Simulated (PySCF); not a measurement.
**C7H11FOSi (SMILES CC#C/C=C(/CCF)[SiH2]O): density, localisation and related maps**

Input

```
{"job": {"kind": "nmr", "xc": "PBE0", "basis": "pcSseg-1"}, "charge": 0, "multiplicity": 1}
C      4.183864    -0.053198    -0.486028
C      2.761781    -0.301324    -0.544282
C      1.575514    -0.504196    -0.577596
C      0.195380    -0.763048    -0.653428
C     -0.672377    -0.425407     0.308235
C     -2.133164    -0.735819     0.114911
C     -2.898475     0.463040    -0.439504
F     -3.028857     1.450642     0.514528
Si    -0.114501     0.442721     1.896330
O     -1.385357     0.712743     2.870567
H      4.728614    -0.997547    -0.498298
H      4.432395     0.486516     0.427434
H      4.496609     0.541262    -1.344693
H     -0.131718    -1.270389    -1.557928
H     -2.584222    -1.025099     1.066285
H     -2.261030    -1.557948    -0.594350
H     -3.916719     0.186515    -0.732484
H     -2.372991     0.916304    -1.285646
H      0.698868    -0.446891     2.716057
H      0.557820     1.694478     1.538638
H     -2.140355     1.203588     2.550994
```

Command:

```sh
OMP_NUM_THREADS=1 python probes_run.py task.json out
```

Geometry: GFN2-xTB.

The calculation used PBE0/pcSseg-1, SCF density, gas phase, non-relativistic (PySCF).

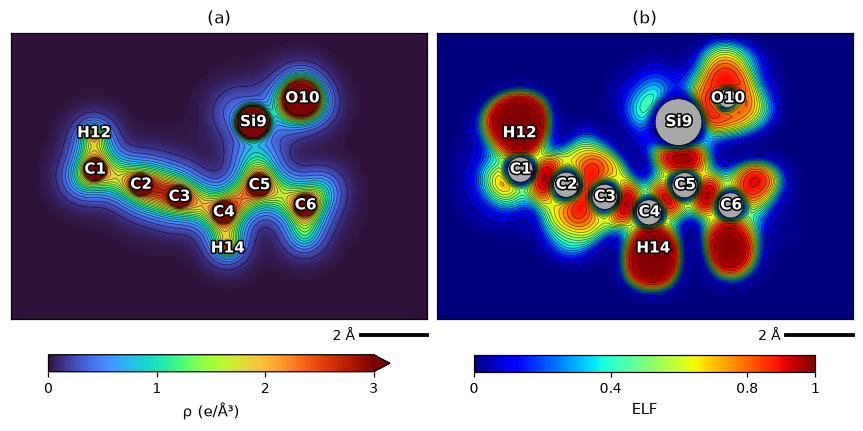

Figure 1. (a) electron density; (b) electron localisation function on the plane of atoms C5, Si9 and O10. Grey discs cover the atomic cores in the ELF map.

> What do the fields say about this system?

- The section cuts through C, Si, O and H sites.
- C–C (1.20 Å): ρ at the midpoint is about 2.7 e/Å³; the ELF peaks at about 0.85 between the atoms (a short, multiple covalent bond).
- Si–O (1.62 Å): ρ at the midpoint is about 1.2 e/Å³; the ELF peaks at about 0.85 between the atoms: a short, strongly polar bond.
- C–Si (1.89 Å): ρ at the midpoint is about 0.94 e/Å³; the ELF peaks at about 1 between the atoms; a covalent bond.
- C–C (1.34 Å): ρ is about 2.3 e/Å³ halfway; the ELF peaks at about 0.90 between the atoms; a short, multiple covalent bond.
- C–H (1.09 Å): ρ is about 2 e/Å³ halfway; the ELF climbs to about 1 towards the hydrogen, as it does in any bond to H (a covalent bond by its length).
- The ELF also peaks beside O10, away from the bonds: lone-pair regions.

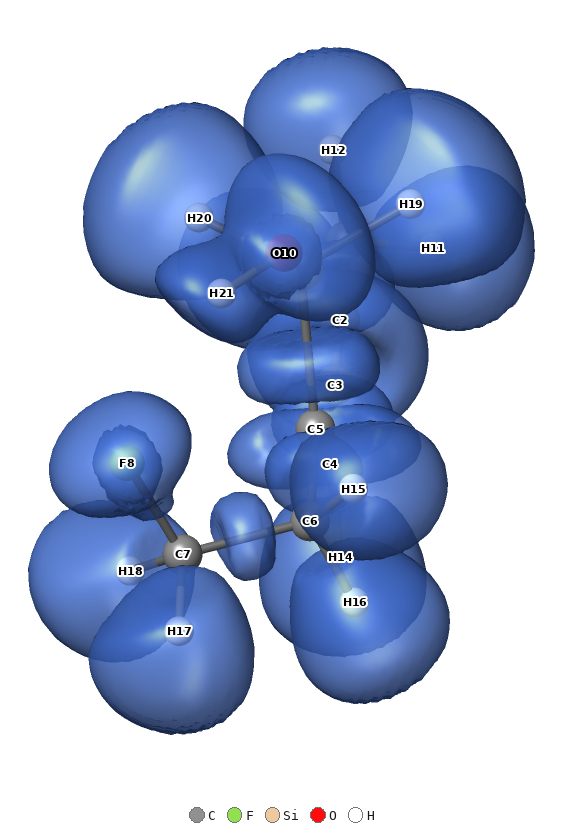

Figure 2. Isosurface of the ELF at 0.75 (blue), seen at an oblique angle. Core shells and regions of very low density are left out.

> Describe the localisation domains.

At this value the surface marks out six regions between bonded C–C atoms (shared pairs), one region between bonded C–Si atoms (shared pairs), ten regions around hydrogen nuclei, one region on F in which the atom's valence shell and bonds are merged and one joined region spread over several atoms (H, O), in which their bonds and any lone pairs are merged. Profiles from the grid: C–F (1.38 Å): the ELF peaks at about 0.85 between the atoms (a polar covalent bond).

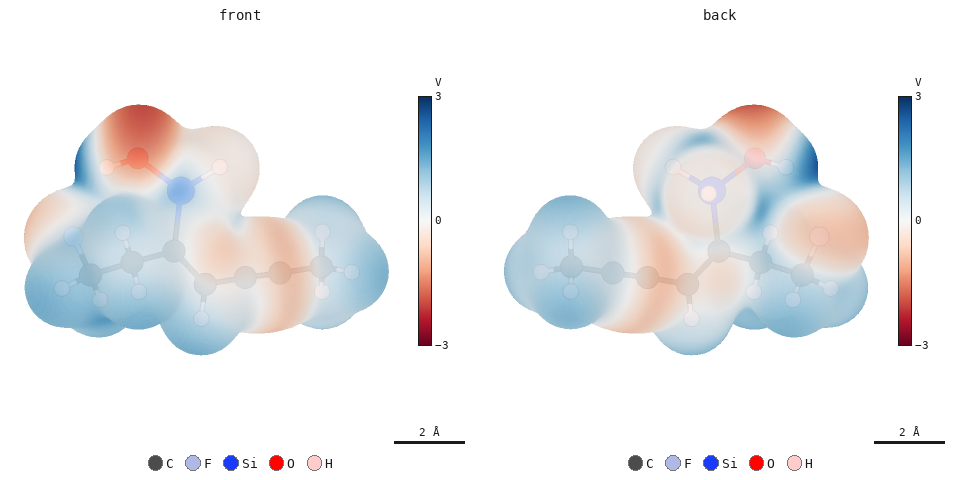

Figure 3. The molecular electrostatic potential painted on the density surface at 0.004 e/bohr³, seen from the front and from behind; the colour scale runs from red (negative) to blue (positive).

> Describe the electrostatic potential map.

The most negative region (about −1.9 V, or −44 kcal/mol for a unit charge) lies over O10, the most positive (about +2.2 V, or +51 kcal/mol for a unit charge) over H21. O10 is the likeliest acceptor of a hydrogen bond.

> How polar is the molecule by this calculation?

Its dipole moment is 2.70 D.
